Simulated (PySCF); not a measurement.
# Hf(NH2)4: how settings move a single point

Aim: repeat the single point on relaxed Hf(NH2)4 with altered settings, some of them bad on purpose. It is a constructed species; whether it can be made isn't addressed.

Program: PySCF 2.14.0. Level of theory: BP86, Hf def2-SVP with ECP60, N def2-SVP, H def2-SVP; scalar-relativistic core potentials, no spin–orbit coupling. These are calculated values, not measurements.

4 further runs of the same task are left out: 2 for a known fault of the program, 2 that didn't finish.

## (1) Starting geometry

13 atoms, charge 0, spin multiplicity 1.

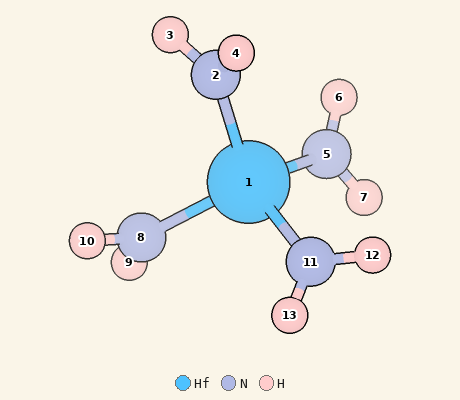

The structure; hafnium blue, nitrogen light blue, hydrogen pink; atoms are numbered from 1 in the order of the file.

Geometry (Å):

```xyz
13
H8HfN4
Hf   -0.00003    0.00000    0.00000
N     1.20890    1.23004    1.12826
H     2.06811    0.90451    1.59166
H     1.13629    2.24206    1.28621
N    -1.20899   -1.12825    1.23003
H    -1.13618   -1.28637    2.24214
H    -2.06811   -1.59171    0.90451
N     1.20890   -1.23004   -1.12826
H     1.13629   -2.24206   -1.28621
H     2.06811   -0.90451   -1.59166
N    -1.20899    1.12825   -1.23003
H    -2.06811    1.59171   -0.90451
H    -1.13618    1.28637   -2.24214
```

Formal oxidation states: Hf +4. An earlier session relaxed this geometry at BP86, Hf def2-SVP with ECP60, N def2-SVP, H def2-SVP (singlet, point group S4).

The sound run used a (50, 194) grid (finer on f atoms), a threshold of 1e-8 and at most 55 cycles, and ended at -271.914710 Eh.

## (2) Try 1

run.py (the lines that set the calculation) reads:

```python
mol = gto.M(atom='''
Hf    -0.00003     0.00000     0.00000
N      1.20890     1.23004     1.12826
H      2.06811     0.90451     1.59166
H      1.13629     2.24206     1.28621
N     -1.20899    -1.12825     1.23003
H     -1.13618    -1.28637     2.24214
H     -2.06811    -1.59171     0.90451
N      1.20890    -1.23004    -1.12826
H      1.13629    -2.24206    -1.28621
H      2.06811    -0.90451    -1.59166
N     -1.20899     1.12825    -1.23003
H     -2.06811     1.59171    -0.90451
H     -1.13618     1.28637    -2.24214''',
    basis={'Hf': 'def2-SVP', 'N': 'def2-SVP', 'H': 'def2-SVP'},
    ecp={'Hf': 'def2-SVP'},
    charge=0, spin=0)
mf = dft.RKS(mol, xc='B88,P86')
mf.grids.atom_grid = (50, 194)
mf = mf.density_fit()  # fitting sets: Hf def2-universal-JKFIT, N def2-universal-JKFIT, H def2-universal-JKFIT
mf.conv_tol = 1e-08; mf.max_cycle = 55
mf.kernel(dm0)  # dm0: smeared density
```

The run is started by

```
> OMP_NUM_THREADS=2 python run.py
```

The log of the run:

```text
init E= -271.845719897139
  HOMO = -0.199220963237229  LUMO = -0.0173960064087638  gap/eV = 4.94771
cycle= 1 E= -271.913311533962  delta_E= -0.0676  |g|= 0.0745  |ddm|= 0.327
  HOMO = -0.182747192736628  LUMO = -0.0188354699141067  gap/eV = 4.46027
cycle= 2 E= -271.905925964778  delta_E= 0.00739  |g|= 0.188  |ddm|= 0.222
  HOMO = -0.191004968247507  LUMO = -0.0134055325656534  gap/eV = 4.83273
cycle= 3 E= -271.914705099169  delta_E= -0.00878  |g|= 0.00427  |ddm|= 0.159
  HOMO = -0.191539231617758  LUMO = -0.0142338628456644  gap/eV = 4.82472
cycle= 4 E= -271.914708599469  delta_E= -3.5e-06  |g|= 0.00241  |ddm|= 0.00832
  HOMO = -0.191427944130157  LUMO = -0.0139263388960154  gap/eV = 4.83006
cycle= 5 E= -271.914710281669  delta_E= -1.68e-06  |g|= 0.000635  |ddm|= 0.0033
  HOMO = -0.191447108890993  LUMO = -0.0139113890418925  gap/eV = 4.83099
cycle= 6 E= -271.914710355264  delta_E= -7.36e-08  |g|= 0.000239  |ddm|= 0.000697
  HOMO = -0.191466241378504  LUMO = -0.0139234336443415  gap/eV = 4.83119
cycle= 7 E= -271.914710369257  delta_E= -1.4e-08  |g|= 1.31e-05  |ddm|= 0.000231
  HOMO = -0.191464832696842  LUMO = -0.0139215493292523  gap/eV = 4.83120
cycle= 8 E= -271.914710369308  delta_E= -5.06e-11  |g|= 2.51e-06  |ddm|= 1.84e-05
  HOMO = -0.191464475722577  LUMO = -0.0139214879117816  gap/eV = 4.83119
Extra cycle  E= -271.914710369305  delta_E= 2.39e-12  |g|= 4.12e-06  |ddm|= 5.82e-06
converged SCF energy = -271.914710369305
```

Wall time 7.3 s (2 threads of Arm Neoverse V1, shared host).

Changed: the starting guess (smeared density). It converges in 8 cycles, at the sound run's energy within 0.001 eV, with a largest force component of 0.01 eV/Å. The result survives the change.

## (3) Try 2

run.py (the lines that set the calculation) reads:

```python
mol = gto.M(atom='''
Hf    -0.00003     0.00000     0.00000
N      1.13636     1.15624     1.06056
H      1.94402     0.85024     1.49616
H      1.06812     2.10754     1.20904
N     -1.13645    -1.06055     1.15623
H     -1.06801    -1.20918     2.10761
H     -1.94403    -1.49621     0.85024
N      1.13636    -1.15624    -1.06056
H      1.06812    -2.10754    -1.20904
H      1.94402    -0.85024    -1.49616
N     -1.13645     1.06055    -1.15623
H     -1.94403     1.49621    -0.85024
H     -1.06801     1.20918    -2.10761''',
    basis={'Hf': 'def2-SVP', 'N': 'def2-SVP', 'H': 'def2-SVP'},
    ecp={'Hf': 'def2-SVP'},
    charge=0, spin=0)
mf = dft.RKS(mol, xc='B88,P86')
mf.grids.atom_grid = (50, 194)
mf = mf.density_fit()  # fitting sets: Hf def2-universal-JKFIT, N def2-universal-JKFIT, H def2-universal-JKFIT
mf.conv_tol = 1e-08; mf.max_cycle = 55
mf.kernel(dm0)  # dm0: free metal ions and neutral atoms
```

The run is started by

```
> OMP_NUM_THREADS=2 python run.py
```

The log of the run:

```text
init E= -278.088179541901
  HOMO = -0.255418653356363  LUMO = -0.11846912144188  gap/eV = 3.72659
cycle= 1 E= -271.32543542482  delta_E= 6.76  |g|= 1.49  |ddm|=    4
  HOMO = -0.20158377986255  LUMO = 0.0162992850943002  gap/eV = 5.92890
cycle= 2 E= -270.975149029893  delta_E= 0.35  |g|=  1.8  |ddm|= 3.35
  HOMO = -0.158731755783057  LUMO = 0.0121343925361082  gap/eV = 4.64950
cycle= 3 E= -271.83173837219  delta_E= -0.857  |g|= 0.33  |ddm|= 2.04
  HOMO = -0.208332560908661  LUMO = -0.00743825202857651  gap/eV = 5.46661
cycle= 4 E= -271.851751732888  delta_E= -0.02  |g|= 0.162  |ddm|= 0.586
  HOMO = -0.194556928613703  LUMO = -0.00338211321639292  gap/eV = 5.20213
cycle= 5 E= -271.857878949907  delta_E= -0.00613  |g|= 0.00924  |ddm|= 0.178
  HOMO = -0.193976261684347  LUMO = -0.00306832502591092  gap/eV = 5.19487
cycle= 6 E= -271.857905817056  delta_E= -2.69e-05  |g|= 0.000877  |ddm|= 0.0125
  HOMO = -0.193884127703505  LUMO = -0.00303422931142805  gap/eV = 5.19329
cycle= 7 E= -271.857905999921  delta_E= -1.83e-07  |g|= 0.000165  |ddm|= 0.00129
  HOMO = -0.193891819073454  LUMO = -0.00304332535097984  gap/eV = 5.19325
cycle= 8 E= -271.857906002433  delta_E= -2.51e-09  |g|= 0.000142  |ddm|= 0.000268
  HOMO = -0.193895886448048  LUMO = -0.00304532709695238  gap/eV = 5.19331
cycle= 9 E= -271.857906006638  delta_E= -4.2e-09  |g|= 4.43e-05  |ddm|= 0.000146
  HOMO = -0.193899168122647  LUMO = -0.0030469897190919  gap/eV = 5.19335
Extra cycle  E= -271.857906005118  delta_E= 1.52e-09  |g|= 9.29e-05  |ddm|= 0.000113
converged SCF energy = -271.857906005118
```

Run time: 7.7 s. Hardware: 2 threads of Arm Neoverse V1, shared host.

Changed: the scale of all coordinates (0.94). It converges in 9 cycles, +1.546 eV from the sound run, with a largest force component of 3.16 eV/Å. The setting is unsound, so these numbers aren't the compound's.

## (4) Try 3

run.py (the lines that set the calculation) reads:

```python
mol = gto.M(atom='''
Hf    -0.00003     0.00000     0.00000
N      1.20890     1.23004     1.12826
H      2.06811     0.90451     1.59166
H      1.13629     2.24206     1.28621
N     -1.20899    -1.12825     1.23003
H     -1.13618    -1.28637     2.24214
H     -2.06811    -1.59171     0.90451
N      1.20890    -1.23004    -1.12826
H      1.13629    -2.24206    -1.28621
H      2.06811    -0.90451    -1.59166
N     -1.20899     1.12825    -1.23003
H     -2.06811     1.59171    -0.90451
H     -1.13618     1.28637    -2.24214''',
    basis={'Hf': 'def2-SVP', 'N': 'def2-SVP', 'H': 'def2-SVP'},
    ecp={'Hf': 'def2-SVP'},
    charge=0, spin=0)
mf = dft.RKS(mol, xc='B88,P86')
mf.grids.atom_grid = (50, 194)
mf = mf.density_fit()  # fitting sets: Hf def2-universal-JKFIT, N def2-universal-JKFIT, H def2-universal-JKFIT
mf.conv_tol = 0.0001; mf.max_cycle = 55
mf.kernel(dm0)  # dm0: free metal ions and neutral atoms
```

The run is started by

```
> OMP_NUM_THREADS=2 python run.py
```

The log of the run:

```text
init E= -277.724023007003
  HOMO = -0.2365751676465  LUMO = -0.141755764107996  gap/eV = 2.58017
cycle= 1 E= -270.997557034367  delta_E= 6.73  |g|= 1.93  |ddm|= 3.96
  HOMO = -0.251230381198847  LUMO = -0.00144146452148242  gap/eV = 6.79710
cycle= 2 E= -270.294527347844  delta_E= 0.703  |g|= 2.46  |ddm|= 3.95
  HOMO = -0.137525231385233  LUMO = 0.0153287109694578  gap/eV = 4.15937
cycle= 3 E= -271.823615479281  delta_E= -1.53  |g|= 0.567  |ddm|= 2.39
  HOMO = -0.213602262565723  LUMO = -0.0453736674869072  gap/eV = 4.57773
cycle= 4 E= -271.89812885174  delta_E= -0.0745  |g|= 0.246  |ddm|= 1.09
  HOMO = -0.192146645798121  LUMO = -0.0163461179073957  gap/eV = 4.78378
cycle= 5 E= -271.914586732903  delta_E= -0.0165  |g|= 0.0196  |ddm|= 0.288
  HOMO = -0.191495738620481  LUMO = -0.0139293385939092  gap/eV = 4.83183
cycle= 6 E= -271.914709803351  delta_E= -0.000123  |g|= 0.00162  |ddm|= 0.0238
  HOMO = -0.191420155949867  LUMO = -0.0138748843636682  gap/eV = 4.83125
cycle= 7 E= -271.914710326738  delta_E= -5.23e-07  |g|= 0.000377  |ddm|= 0.00236
  HOMO = -0.191455722414141  LUMO = -0.0139771951076586  gap/eV = 4.82944
Extra cycle  E= -271.914710235678  delta_E= 9.11e-08  |g|= 0.000724  |ddm|= 0.00117
converged SCF energy = -271.914710235678
```

Run time: 6.8 s. Hardware: 2 threads of Arm Neoverse V1, shared host.

Changed: the SCF threshold (0.0001). It converges in 7 cycles, at the sound run's energy within 0.001 eV, with a largest force component of 0.01 eV/Å. The result survives the change.

## (5) Results

| run | changed | ending | energy change (eV) | cycles | time | usable |
| --- | --- | --- | --- | --- | --- | --- |
| 1 | the starting guess | converged | 0.000 | 8 | 7.3 s | yes |
| 2 | the scale of all coordinates | converged | +1.546 | 9 | 7.7 s | no |
| 3 | the SCF threshold | converged | 0.000 | 7 | 6.8 s | yes |

2 of 3 altered runs give a usable result. 1 ended normally with numbers unfit to quote.
